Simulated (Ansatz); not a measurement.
**ClH2NOSi (SMILES N=[Si](O)Cl): density, localisation and related maps**

The calculation's input:

```
basis:
  gaussian:
    orbitals: def2-TZVPD
crystal:
  periodic: [false, false, false]
  atoms:
    - symbol: Cl
      position_ang: [-1.636589, 0.603483, -1.257166]
    - symbol: N
      position_ang: [-0.533828, 0.983400, 1.654815]
    - symbol: O
      position_ang: [-3.279036, 1.850445, 0.812759]
    - symbol: Si
      position_ang: [-1.768267, 1.204823, 0.679776]
    - symbol: H
      position_ang: [-0.530182, 1.258678, 2.634181]
    - symbol: H
      position_ang: [-3.515244, 2.192369, 1.686072]
hamiltonian:
  xc: pbe0
output:
  forces: true
  orbitals: {seedname: orbitals}
```

Run with:

```sh
ansatz run input.yaml --threads 1 --pin off --max-ram 2610MiB --events-out events.jsonl --progress --plain --runs-dir runs
```

Geometry: B3LYP-D3(BJ)/def2-SVP.

Computed with isolated molecule in a Gaussian basis; Kohn-Sham density functional theory, functional PBE0 in Ansatz.

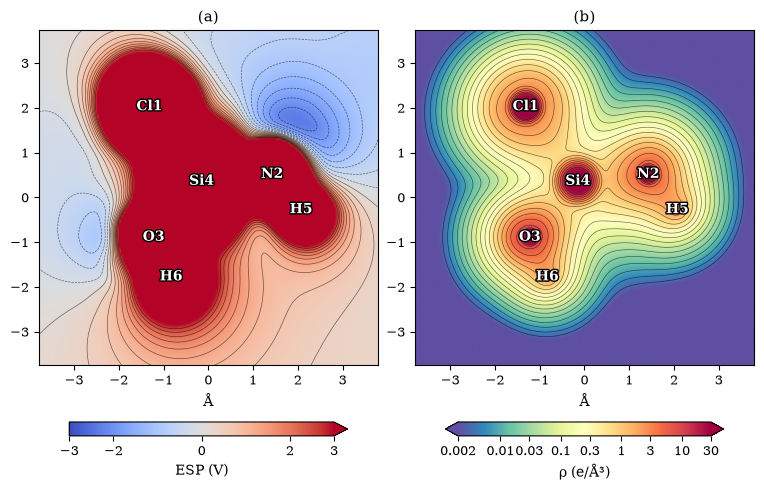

Figure 1. (a) molecular electrostatic potential; (b) electron density on the molecular plane.

Question: What do the fields say about this system?

Answer:
- The section cuts through Cl, N, O, Si and H sites.
- Si–N (1.59 Å): the density is about 1.4 e/Å³ at the midpoint.
- Si–O (1.65 Å): ρ is about 1.2 e/Å³ halfway.
- Si–Cl (2.03 Å): the density is about 0.95 e/Å³ at the midpoint.
- O–H (0.97 Å): ρ is about 3.7 e/Å³ halfway.
- N–H (1.02 Å): ρ is about 2.8 e/Å³ halfway.
- Outside the dense part of the molecule the potential is most negative (−2.3 V) near N2.

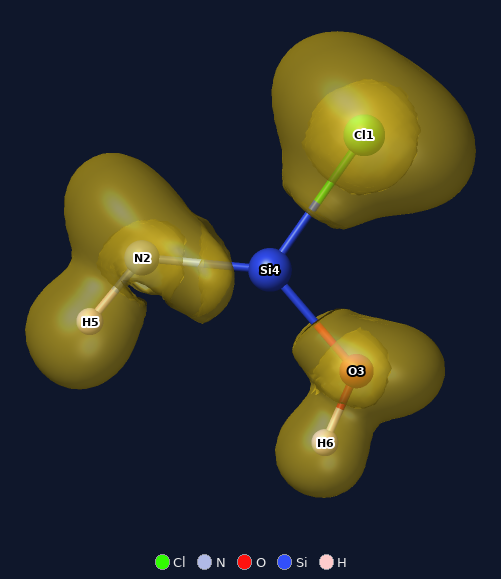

Figure 2. Isosurface of the electron localisation function at 0.75 (yellow), seen across its widest extent. Only the valence region is drawn (cores and ρ < 0.01 e/Å³ removed).

Question: Where are the electrons localised?

Answer: The surface consists of one region on Cl in which the atom's valence shell and bonds are merged, one joined region spread over several atoms (H, N, Si), in which their bonds and any lone pairs are merged and one joined region spread over several atoms (H, O), in which their bonds and any lone pairs are merged. Profiles from the grid: Si–N (1.59 Å): the ELF peaks at about 0.85 between the atoms, as expected for a polar covalent bond. Si–O (1.65 Å): the ELF peaks at about 0.85 between the atoms, as expected for a shared but strongly polarised pair.

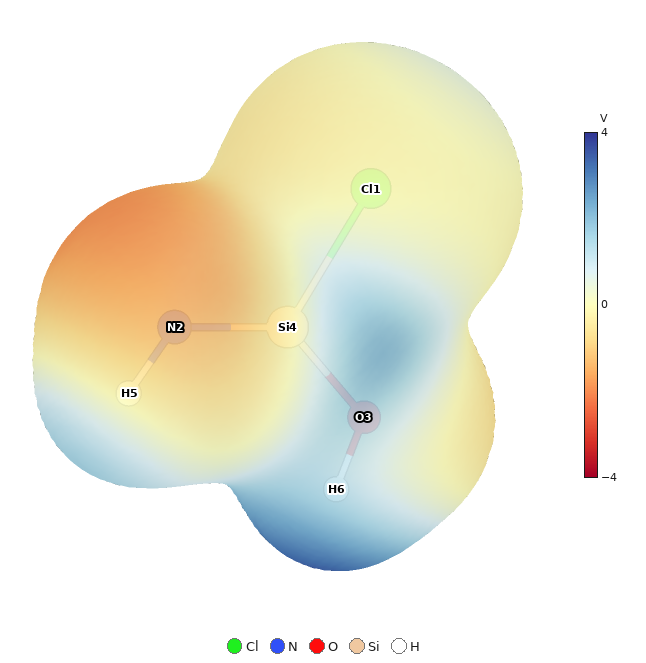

Figure 3. The electrostatic potential painted on the density surface at 0.002 e/bohr³, seen at a tilt; the colour scale runs from red (negative) to blue (positive).

Question: Where is the surface potential most negative and most positive?

Answer: The most negative region (about −1.9 V) lies over N2, the most positive (about +3.4 V) over H6. Cl1 shows a σ-hole: about +0.5 V at the tip opposite its bond, against about −0.1 V on its flanks. N2 is the likeliest acceptor of a hydrogen bond.

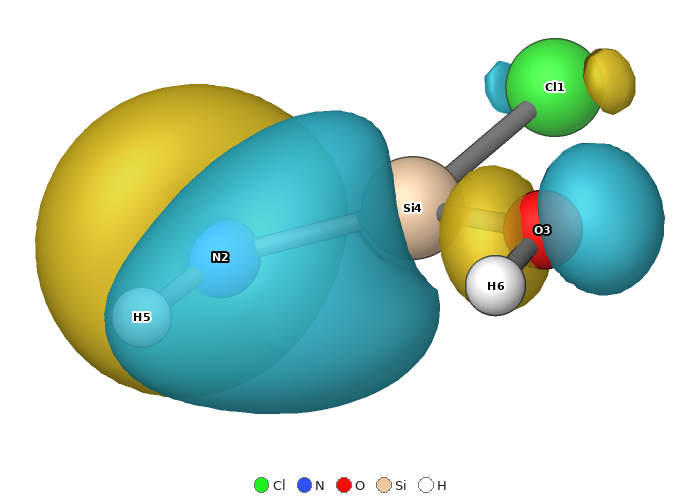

Figure 4. The HOMO−1 at ±0.1 Å⁻³ᐟ² (yellow and cyan are the two phases), seen at an oblique angle.

Question: Describe this orbital and give its energy.

Answer: By Hirshfeld shares it lies mainly on N2 (about 70 %), Si4 (about 15 %) and O3 (about 5 %); it is symmetric in the molecular plane (an in-plane orbital: σ, lone-pair or in-plane π type); largely a lone pair of N2. Its energy is −7.98 eV.
